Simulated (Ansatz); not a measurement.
# singlet [NH3]2+: levels of theory compared

Wanted: a comparison of 6 runs (B3LYP/3-21G, PBE/3-21G, SVWN5/3-21G, B2PLYP/6-31G*, MP2/3-21G, FCI/3-21G) of singlet [NH3]2+. 

Program for the calculation: Ansatz 0.2.0.

### Step 1. The molecule

[NH3]2+ has 4 atoms, charge +2, and is taken as a singlet. SMILES of the parent species: `[NH3+]`. The shape is that of a GFN2-xTB optimisation. That shape belongs to the parent species and isn't relaxed for this state.

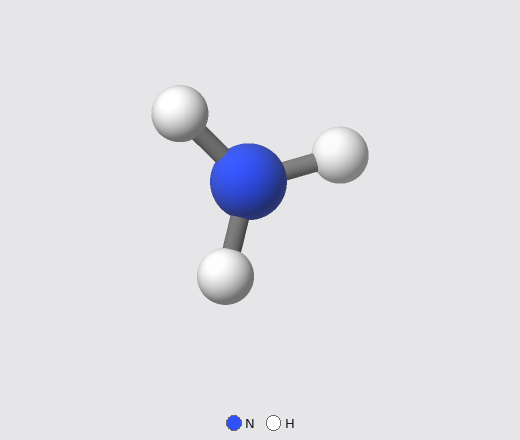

The structure, seen from a chosen angle (nitrogen blue, hydrogen white).

### Step 2. The energy at B3LYP/3-21G (run 1)

File input.yaml:

```yaml
crystal:
  periodic: [false, false, false]
  atoms:
    - {symbol: N, position_ang: [0.000140, -0.000820, -0.000330]}
    - {symbol: H, position_ang: [0.510700, -0.238750, 0.859300]}
    - {symbol: H, position_ang: [-0.995460, -0.239520, -0.089810]}
    - {symbol: H, position_ang: [0.484620, 0.479080, -0.769160]}
basis:
  gaussian:
    orbitals: 3-21G.json
total_charge: 2
hamiltonian:
  xc: {name: B3LYP}
accuracy: high
```

The basis set 3-21G is read from a file made from the Basis Set Exchange's data (not shown).

The run is started by

```bash
ansatz run input.yaml --threads 1 --pin off --max-ram 2610MiB --events-out events.jsonl --progress --plain --runs-dir runs
```

The program printed:

```text
Warning: RAYON_NUM_THREADS=1 ignored (pool sized by the plan → 1); use --threads N
Functional definition: B3LYP
  name "B3LYP"
  parameter a0 = 0.2
  parameter ax = 0.72
  parameter ac = 0.81
  exchange = (1 - a0 - ax)*slater_x + ax*b88_x + a0*exact_x
  correlation = (1 - ac)*vwn_rpa_c + ac*lyp_c
291 factors; integrals over basis functions are off by at most 4.4e-9 eV
mean field evaluation 1: about -1491.5203 eV, gradient 5.3e1 eV
mean field evaluation 2: about -1493.3740 eV, gradient 4.2e1 eV
mean field evaluation 4: about -1496.8134 eV, gradient 7.7e-1 eV
mean field evaluation 8: about -1496.7998 eV, gradient 2.0e-3 eV
mean field evaluation 16: about -1496.7998 eV, gradient 8.0e-9 eV
mean field -1496.79979471 eV, -55.0063778882 hartree, gradient 8.0e-9 eV, S^2 0.000000; 0 other end points of the search recorded, 0 dependent functions left out
reference -1496.79980974 eV, -55.0063784407 hartree; 4, 4 occupied and 11, 11 virtual orbitals, 291 factors
Total energy: -1496.79980974 eV, -55.0063784407 hartree
```

Run time: 0.48 s. Hardware: 1 thread of Arm Neoverse V1, shared host.

### Step 3. The energy at PBE/3-21G (run 2)

File molecule.yaml:

```yaml
crystal:
  periodic: [false, false, false]
  atoms:
    - {symbol: N, position_ang: [0.000140, -0.000820, -0.000330]}
    - {symbol: H, position_ang: [0.510700, -0.238750, 0.859300]}
    - {symbol: H, position_ang: [-0.995460, -0.239520, -0.089810]}
    - {symbol: H, position_ang: [0.484620, 0.479080, -0.769160]}
basis:
  gaussian:
    orbitals: 3-21G.json
total_charge: 2
hamiltonian:
  xc: {name: PBE}
accuracy: high
```

The basis set 3-21G is read from a file made from the Basis Set Exchange's data (not shown).

The run is started by

```bash
ansatz run molecule.yaml --threads 1 --pin off --max-ram 2610MiB --events-out events.jsonl --progress --plain --runs-dir runs
```

The program printed:

```text
Warning: RAYON_NUM_THREADS=1 ignored (pool sized by the plan → 1); use --threads N
Functional definition: PBE
  name "PBE"
  parameter kappa = 0.804
  parameter beta = 0.06672455060314922
  exchange = pbe_x(kappa = kappa, mu = beta*pi^2/3)
  correlation = pbe_c(beta = beta)
291 factors; integrals over basis functions are off by at most 4.4e-9 eV
mean field evaluation 1: about -1487.8414 eV, gradient 6.0e1 eV
mean field evaluation 2: about -1487.8901 eV, gradient 5.7e1 eV
mean field evaluation 4: about -1494.6547 eV, gradient 7.2e-2 eV
mean field evaluation 8: about -1494.6378 eV, gradient 1.2e-3 eV
mean field -1494.63780537 eV, -54.9269262456 hartree, gradient 3.1e-8 eV, S^2 0.000000; 0 other end points of the search recorded, 0 dependent functions left out
reference -1494.63780644 eV, -54.9269262850 hartree; 4, 4 occupied and 11, 11 virtual orbitals, 291 factors
Total energy: -1494.63780644 eV, -54.9269262850 hartree
```

It took 0.42 s on 1 thread of Arm Neoverse V1, shared host.

Runs 3 to 5 aren't shown in full; the table further down has their settings and results.

### Step 4. The energy at FCI/3-21G (run 6)

File job.yaml:

```yaml
crystal:
  periodic: [false, false, false]
  atoms:
    - {symbol: "N", position_ang: [0.000140, -0.000820, -0.000330]}
    - {symbol: H, position_ang: [0.510700, -0.238750, 0.859300]}
    - {symbol: H, position_ang: [-0.995460, -0.239520, -0.089810]}
    - {symbol: H, position_ang: [0.484620, 0.479080, -0.769160]}
basis:
  gaussian:
    orbitals: 3-21G.json
accuracy: high
total_charge: 2
correlation:
  method: fci
  frozen_orbitals: {H: 0, "N": 1}
```

The basis set 3-21G is read from a file made from the Basis Set Exchange's data (not shown).

The run is started by

```bash
ansatz run job.yaml --threads 1 --pin off --max-ram 2610MiB --events-out events.jsonl --progress --plain --runs-dir runs
```

The program printed:

```text
Warning: RAYON_NUM_THREADS=1 ignored (pool sized by the plan → 1); use --threads N
Functional definition: HF
  name "HF"
  exchange = exact_x
  correlation = 0
291 factors; integrals over basis functions are off by at most 4.4e-9 eV
mean field evaluation 1: about -1488.3057 eV, gradient 2.4e1 eV
mean field evaluation 2: about -1488.3003 eV, gradient 2.4e1 eV
mean field evaluation 4: about -1489.2781 eV, gradient 4.6e-1 eV
mean field evaluation 8: about -1489.2783 eV, gradient 4.0e-5 eV
mean field -1489.27825488 eV, -54.7299663978 hartree, gradient 7.1e-8 eV, S^2 0.000000; 0 other end points of the search recorded, 0 dependent functions left out
1 core orbitals not correlated: weight in the atoms' cores, before any rotation towards them, 1.000 or more for the frozen orbitals, at most 0.000 for the correlated occupied ones
reference -1489.27825488 eV, -54.7299663978 hartree; 3, 3 occupied and 11, 11 virtual orbitals, 291 factors
state -1491.76155198 eV, -54.8212258830 hartree
Total energy: -1491.76155198 eV, -54.8212258830 hartree
```

Wall time 0.4 s (1 thread of Arm Neoverse V1, shared host).

### Step 5. Overview of the runs

| run | level | frozen core orbitals | energy (Eh) | wall time |
| --- | --- | --- | --- | --- |
| 1 | B3LYP/3-21G | – | -55.006378 | 0.48 s |
| 2 | PBE/3-21G | – | -54.926926 | 0.42 s |
| 3 | SVWN5/3-21G | – | -54.513396 | 0.3 s |
| 4 | B2PLYP/6-31G* (spherical functions) | 1 | -55.250779 | 0.74 s |
| 5 | MP2/3-21G | 1 | -54.804328 | 0.06 s |
| 6 | FCI/3-21G | 1 | -54.821226 | 0.4 s |

### Step 6. Summary of results

```
                                         quantity         value
                              run 6: total energy  -54.82123 Eh
run 6: correlation energy (1 core orbital frozen)     -91.3 mEh
```

In words: Against full CI in this basis: MP2 +16.9 mEh. Totals of different functionals can't be ranked against each other. All runs together took 2.4 s, the longest 0.74 s.
